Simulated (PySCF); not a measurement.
```csv
atom,x (Å),y (Å),z (Å)
Ba,0.0000,0.0000,-1.0420
Ca,0.0000,0.0000,3.5960
```

Theory: PBE0/x2c-TZVPall, spin-free X2C-1e, Gaussian nucleus, at a bond length of 4.638 Å in PySCF 2.14.0.

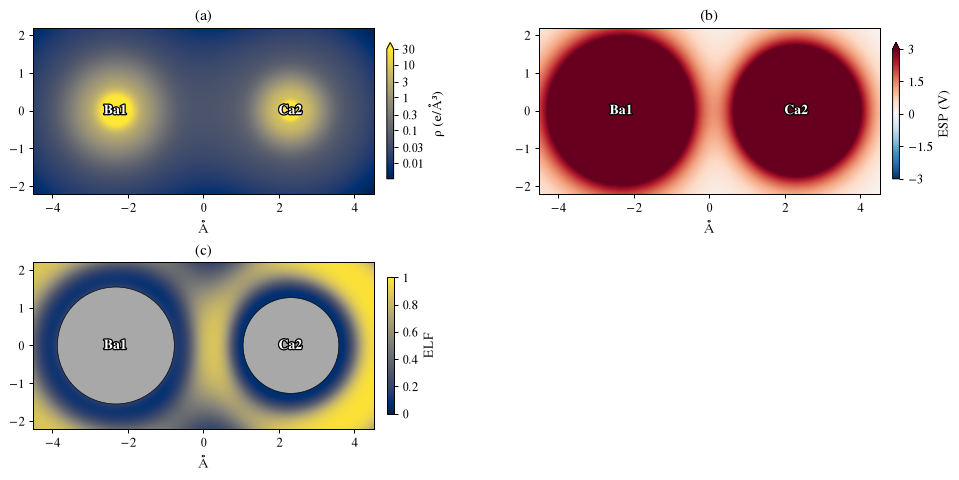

BaCa. (a) electron density; (b) electrostatic potential; (c) electron localisation function on a plane that holds the molecular axis. Grey discs cover the atomic cores in the ELF map.

> What does the map show?

Atoms in the plane: Ba and Ca. The potential has no marked negative region in this plane.
